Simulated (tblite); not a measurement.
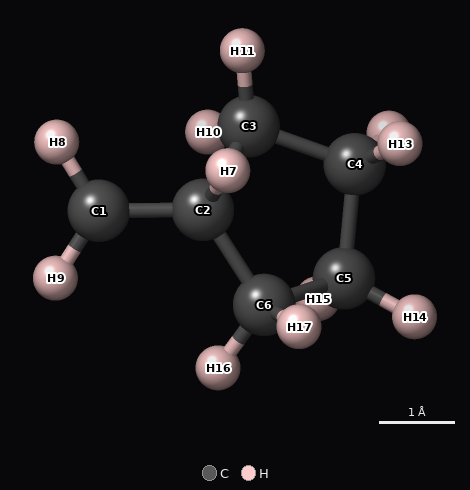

**Figure 1.** The starting structure (ball-and-stick view, seen at a tilt; atoms are numbered from 1 in the order of the input).

**Saddle-point search of C6H11 (charge +1)**

- system: C6H11, charge +1, SMILES C[C+]1CCCC1
- method: GFN2-xTB saddle search (eigenvector following) and harmonic vibrations, gas phase (tblite 0.8.0)

**Input**
```
{"job": {"xc": "GFN2-xTB", "basis": "xTB", "kind": "saddle"}, "charge": 1, "multiplicity": 1}
C      2.036553    -0.035471    -0.796548
C      0.938306    -0.031145     0.055525
C     -0.121035    -1.209317    -0.270610
C     -1.339933    -0.696717     0.460896
C     -1.340284     0.812772     0.198662
C      0.128418     1.229817     0.323417
H      1.267830    -0.480344     1.011410
H      2.591992    -0.946443    -0.980995
H      2.351410     0.841686    -1.347887
H     -0.278546    -1.208275    -1.347931
H      0.226474    -2.187077     0.048759
H     -2.240852    -1.171996     0.073918
H     -1.264120    -0.900983     1.529097
H     -1.984790     1.348684     0.889885
H     -1.693727     1.005025    -0.814135
H      0.380348     2.035424    -0.364498
H      0.341954     1.594362     1.331033
```

The first line tells a small driver script what to run in tblite; the rest is the geometry in Å.

Run on 1 CPU thread, shared host.

Launch command:
```bash
OMP_NUM_THREADS=1 python <driver script> task.json out
```

**The program's output**
```
step      E/eV     max force
  0    -488.28836   0.0362
  1    -488.28700   0.0844
  2    -488.28829   0.0364
  3    -488.28781   0.0185
  4    -488.28705   0.0439
  5    -488.28751   0.0137
  6    -488.28711   0.0110
  7    -488.28700   0.0155
  8    -488.28700   0.0028
lowest wavenumbers (cm-1): -204.4 86.4 259.9 314.7 433.0 520.4
```

**Trajectory as extended XYZ (Å, eV, eV/Å), 9 frames, from step=0 to step=8**
```
17
Properties=species:S:1:pos:R:3:forces:R:3 step=0 energy=-488.28836
C     2.0366   -0.0355   -0.7965    0.0290   0.0120   0.0030
C     0.9383   -0.0311    0.0555   -0.0140  -0.0050  -0.0120
C    -0.1210   -1.2093   -0.2706   -0.0180  -0.0080   0.0060
C    -1.3399   -0.6967    0.4609   -0.0090   0.0000   0.0070
C    -1.3403    0.8128    0.1987   -0.0030  -0.0010  -0.0030
C     0.1284    1.2298    0.3234   -0.0010  -0.0100  -0.0040
H     1.2678   -0.4803    1.0114    0.0260  -0.0030  -0.0250
H     2.5920   -0.9464   -0.9810    0.0160   0.0140   0.0060
H     2.3514    0.8417   -1.3479    0.0170   0.0190   0.0030
H    -0.2785   -1.2083   -1.3479   -0.0080  -0.0050   0.0050
H     0.2265   -2.1871    0.0488   -0.0130  -0.0050   0.0060
H    -2.2409   -1.1720    0.0739   -0.0140   0.0030   0.0070
H    -1.2641   -0.9010    1.5291   -0.0100   0.0030   0.0060
H    -1.9848    1.3487    0.8899   -0.0020   0.0070  -0.0030
H    -1.6937    1.0050   -0.8141   -0.0010  -0.0040  -0.0020
H     0.3803    2.0354   -0.3645   -0.0010  -0.0020   0.0010
H     0.3420    1.5944    1.3310    0.0050  -0.0150  -0.0030
17
Properties=species:S:1:pos:R:3:forces:R:3 step=1 energy=-488.28700
C     2.0173   -0.0324   -0.8110    0.0150   0.0320  -0.0170
C     0.9488   -0.0331    0.0794    0.0140  -0.0050  -0.0270
C    -0.1192   -1.2138   -0.2652   -0.0020   0.0070  -0.0050
C    -1.3390   -0.6916    0.4564   -0.0050   0.0030   0.0020
C    -1.3332    0.8160    0.1874    0.0000   0.0030  -0.0030
C     0.1341    1.2256    0.3437   -0.0080   0.0020   0.0040
H     1.2824   -0.4915    1.0267    0.0210   0.0070  -0.0140
H     2.6074   -0.9268   -0.9728   -0.0030   0.0370   0.0010
H     2.2758    0.8338   -1.4129   -0.0150  -0.0640   0.0530
H    -0.2677   -1.2140   -1.3433   -0.0060  -0.0050   0.0020
H     0.2250   -2.1900    0.0619   -0.0040  -0.0010   0.0020
H    -2.2382   -1.1669    0.0638   -0.0050   0.0010   0.0040
H    -1.2711   -0.8904    1.5262   -0.0040   0.0020   0.0010
H    -1.9911    1.3577    0.8619    0.0050   0.0000  -0.0060
H    -1.6641    1.0042   -0.8340    0.0020  -0.0030   0.0080
H     0.4012    2.0396   -0.3288   -0.0020  -0.0080   0.0050
H     0.3316    1.5738    1.3605   -0.0010  -0.0080  -0.0100
17
Properties=species:S:1:pos:R:3:forces:R:3 step=2 energy=-488.28829
C     2.0302   -0.0331   -0.8021    0.0210   0.0000   0.0040
C     0.9421   -0.0334    0.0629   -0.0130  -0.0040  -0.0030
C    -0.1220   -1.2114   -0.2682   -0.0130  -0.0070   0.0070
C    -1.3408   -0.6943    0.4600   -0.0060  -0.0010   0.0050
C    -1.3379    0.8141    0.1939   -0.0030  -0.0020  -0.0010
C     0.1305    1.2265    0.3305    0.0010  -0.0070  -0.0050
H     1.2775   -0.4861    1.0143    0.0130  -0.0030  -0.0170
H     2.6051   -0.9342   -0.9742    0.0090   0.0050   0.0010
H     2.3203    0.8397   -1.3729    0.0200   0.0300  -0.0050
H    -0.2768   -1.2105   -1.3457   -0.0050  -0.0040   0.0040
H     0.2231   -2.1890    0.0537   -0.0090  -0.0030   0.0050
H    -2.2415   -1.1695    0.0717   -0.0090   0.0020   0.0050
H    -1.2679   -0.8958    1.5289   -0.0060   0.0020   0.0050
H    -1.9868    1.3538    0.8780   -0.0020   0.0050  -0.0010
H    -1.6825    1.0042   -0.8223   -0.0020  -0.0030  -0.0040
H     0.3887    2.0360   -0.3504    0.0000   0.0010   0.0000
H     0.3388    1.5831    1.3420    0.0030  -0.0100   0.0000
17
Properties=species:S:1:pos:R:3:forces:R:3 step=3 energy=-488.28781
C     2.0230   -0.0312   -0.8082    0.0140   0.0080  -0.0050
C     0.9463   -0.0347    0.0716   -0.0010  -0.0040  -0.0100
C    -0.1219   -1.2135   -0.2656   -0.0060  -0.0010   0.0020
C    -1.3409   -0.6921    0.4586   -0.0040   0.0000   0.0030
C    -1.3351    0.8154    0.1890   -0.0010   0.0000  -0.0010
C     0.1329    1.2242    0.3385   -0.0020  -0.0010  -0.0010
H     1.2844   -0.4914    1.0191    0.0100   0.0010  -0.0120
H     2.6133   -0.9244   -0.9708    0.0000   0.0140  -0.0020
H     2.2898    0.8376   -1.3987    0.0070  -0.0060   0.0160
H    -0.2732   -1.2135   -1.3434   -0.0040  -0.0040   0.0030
H     0.2215   -2.1906    0.0597   -0.0040  -0.0010   0.0040
H    -2.2411   -1.1672    0.0683   -0.0050   0.0010   0.0040
H    -1.2713   -0.8909    1.5282   -0.0040   0.0020   0.0020
H    -1.9893    1.3581    0.8659    0.0010   0.0020  -0.0030
H    -1.6703    1.0035   -0.8309    0.0000  -0.0020   0.0010
H     0.3973    2.0376   -0.3354   -0.0010  -0.0020   0.0020
H     0.3348    1.5732    1.3540    0.0010  -0.0070  -0.0030
17
Properties=species:S:1:pos:R:3:forces:R:3 step=4 energy=-488.28705
C     2.0094   -0.0307   -0.8175   -0.0060   0.0210  -0.0010
C     0.9520   -0.0353    0.0863    0.0130   0.0020  -0.0190
C    -0.1191   -1.2158   -0.2620    0.0030   0.0040  -0.0030
C    -1.3397   -0.6891    0.4551   -0.0020   0.0020   0.0000
C    -1.3303    0.8174    0.1818    0.0010   0.0040  -0.0020
C     0.1361    1.2227    0.3522   -0.0050   0.0020   0.0020
H     1.2938   -0.4942    1.0297    0.0100   0.0030  -0.0080
H     2.6141   -0.9152   -0.9740    0.0020   0.0070  -0.0020
H     2.2462    0.8306   -1.4332   -0.0080  -0.0310   0.0300
H    -0.2649   -1.2190   -1.3403   -0.0040  -0.0030   0.0010
H     0.2234   -2.1909    0.0696   -0.0010   0.0010   0.0010
H    -2.2384   -1.1645    0.0609   -0.0020   0.0010   0.0020
H    -1.2750   -0.8845    1.5257   -0.0020   0.0010   0.0000
H    -1.9936    1.3628    0.8479    0.0040  -0.0010  -0.0040
H    -1.6506    1.0030   -0.8435    0.0020  -0.0020   0.0070
H     0.4101    2.0412   -0.3119   -0.0030  -0.0050   0.0040
H     0.3265    1.5617    1.3733   -0.0020  -0.0040  -0.0090
17
Properties=species:S:1:pos:R:3:forces:R:3 step=5 energy=-488.28751
C     2.0180   -0.0308   -0.8116    0.0130   0.0020  -0.0040
C     0.9484   -0.0354    0.0768   -0.0030  -0.0040  -0.0040
C    -0.1213   -1.2144   -0.2643   -0.0040  -0.0010   0.0020
C    -1.3408   -0.6908    0.4574   -0.0030   0.0000   0.0020
C    -1.3334    0.8162    0.1862   -0.0010  -0.0010  -0.0010
C     0.1340    1.2231    0.3434   -0.0010  -0.0010  -0.0020
H     1.2895   -0.4929    1.0223    0.0040   0.0000  -0.0080
H     2.6163   -0.9194   -0.9702   -0.0020   0.0100  -0.0020
H     2.2719    0.8348   -1.4119    0.0080   0.0010   0.0090
H    -0.2709   -1.2154   -1.3423   -0.0030  -0.0030   0.0020
H     0.2214   -2.1909    0.0632   -0.0030  -0.0010   0.0030
H    -2.2406   -1.1660    0.0659   -0.0030   0.0000   0.0030
H    -1.2730   -0.8882    1.5274   -0.0020   0.0010   0.0020
H    -1.9906    1.3604    0.8589    0.0000   0.0020  -0.0010
H    -1.6630    1.0033   -0.8356   -0.0010  -0.0020  -0.0010
H     0.4022    2.0385   -0.3266   -0.0010   0.0000   0.0000
H     0.3319    1.5679    1.3610    0.0010  -0.0040  -0.0010
17
Properties=species:S:1:pos:R:3:forces:R:3 step=6 energy=-488.28711
C     2.0106   -0.0314   -0.8156    0.0050   0.0040  -0.0030
C     0.9517   -0.0356    0.0857    0.0010  -0.0020  -0.0040
C    -0.1195   -1.2151   -0.2634   -0.0010   0.0010   0.0000
C    -1.3398   -0.6893    0.4552   -0.0010   0.0000   0.0010
C    -1.3309    0.8173    0.1830    0.0000   0.0000   0.0000
C     0.1357    1.2226    0.3502   -0.0010   0.0000   0.0000
H     1.2938   -0.4940    1.0293    0.0030   0.0010  -0.0040
H     2.6174   -0.9150   -0.9698   -0.0020   0.0070  -0.0010
H     2.2474    0.8291   -1.4306    0.0020  -0.0060   0.0090
H    -0.2664   -1.2168   -1.3416   -0.0020  -0.0020   0.0010
H     0.2229   -2.1908    0.0665   -0.0010   0.0000   0.0010
H    -2.2388   -1.1647    0.0616   -0.0020   0.0000   0.0010
H    -1.2742   -0.8856    1.5256   -0.0010   0.0010   0.0010
H    -1.9924    1.3623    0.8509    0.0000   0.0010  -0.0010
H    -1.6537    1.0036   -0.8411    0.0000  -0.0010   0.0000
H     0.4084    2.0398   -0.3158   -0.0010   0.0000   0.0010
H     0.3280    1.5636    1.3701    0.0000  -0.0020  -0.0010
17
Properties=species:S:1:pos:R:3:forces:R:3 step=7 energy=-488.28700
C     2.0032   -0.0324   -0.8193   -0.0030   0.0050  -0.0020
C     0.9548   -0.0356    0.0944    0.0040   0.0000  -0.0050
C    -0.1176   -1.2155   -0.2628    0.0030   0.0020  -0.0010
C    -1.3387   -0.6880    0.4529    0.0000   0.0010   0.0000
C    -1.3286    0.8183    0.1801    0.0000   0.0010   0.0000
C     0.1372    1.2223    0.3568   -0.0010   0.0010   0.0010
H     1.2981   -0.4946    1.0363    0.0020   0.0010  -0.0010
H     2.6178   -0.9111   -0.9696   -0.0010   0.0030   0.0000
H     2.2236    0.8228   -1.4480   -0.0040  -0.0120   0.0090
H    -0.2619   -1.2180   -1.3413   -0.0010  -0.0010   0.0000
H     0.2247   -2.1905    0.0693    0.0000   0.0000   0.0000
H    -2.2369   -1.1635    0.0574    0.0000   0.0000   0.0000
H    -1.2750   -0.8833    1.5236    0.0000   0.0000   0.0000
H    -1.9940    1.3640    0.8435    0.0010   0.0000  -0.0010
H    -1.6450    1.0042   -0.8462    0.0000   0.0000   0.0010
H     0.4142    2.0409   -0.3056    0.0000  -0.0010   0.0010
H     0.3240    1.5599    1.3787    0.0000   0.0000  -0.0010
17
Properties=species:S:1:pos:R:3:forces:R:3 step=8 energy=-488.28700
C     2.0032   -0.0322   -0.8195    0.0000  -0.0010   0.0010
C     0.9545   -0.0357    0.0937    0.0000   0.0000   0.0010
C    -0.1175   -1.2156   -0.2625    0.0000   0.0000   0.0000
C    -1.3389   -0.6879    0.4530    0.0000   0.0000   0.0000
C    -1.3286    0.8183    0.1798    0.0000   0.0000   0.0000
C     0.1371    1.2222    0.3568    0.0000   0.0000   0.0000
H     1.2990   -0.4943    1.0354    0.0000   0.0000   0.0000
H     2.6170   -0.9111   -0.9712    0.0000  -0.0010   0.0000
H     2.2247    0.8235   -1.4462    0.0000   0.0020  -0.0020
H    -0.2621   -1.2189   -1.3409    0.0000   0.0000   0.0000
H     0.2247   -2.1904    0.0701    0.0000   0.0000   0.0000
H    -2.2370   -1.1635    0.0576    0.0000   0.0000   0.0000
H    -1.2752   -0.8830    1.5237    0.0000   0.0000   0.0000
H    -1.9941    1.3642    0.8429    0.0000   0.0000   0.0000
H    -1.6447    1.0039   -0.8466    0.0000   0.0000   0.0000
H     0.4142    2.0412   -0.3051    0.0000   0.0000   0.0000
H     0.3238    1.5593    1.3789    0.0000   0.0000   0.0000
```

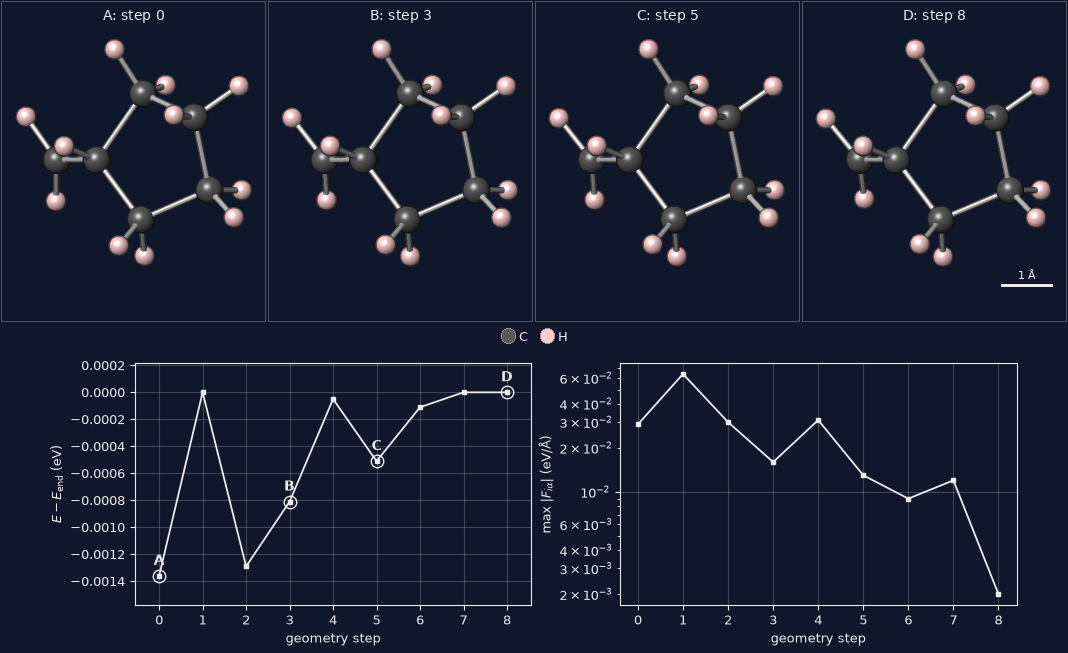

**Figure 2.** Frames of the saddle-point search (ball-and-stick view, seen at a tilt) above the curves, on which the letters mark them (steps are counted from 0).

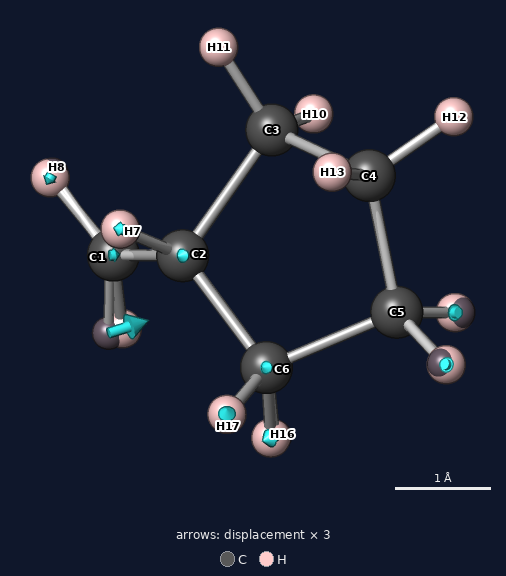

**Figure 3.** Start (faint) and end (solid) with the displacements as teal arrows, magnified 3 times (ball-and-stick view, seen at a tilt). The two geometries are laid on each other by the best rigid fit. Over 8 geometry steps the energy rises by 0.001 eV. The largest force component goes from 0.029 to 0.002 eV/Å. The largest move after the best rigid fit is that of H9, 0.16 Å. By element the largest moves are H 0.16 Å, C 0.04 Å. Among the contacts that change: C2–C3 1.618 → 1.633 Å. Among the angles that change: C1–C2–C3 113.1° → 110.7°, C1–C2–H7 107.0° → 109.0°. (Atoms are counted from 1 in the order of the input.)

**Summary**

- outcome: converged
- total energy: −488.2870 eV
- point group: C1
- wall time: 2.6 s
- peak memory: 0.19 GiB
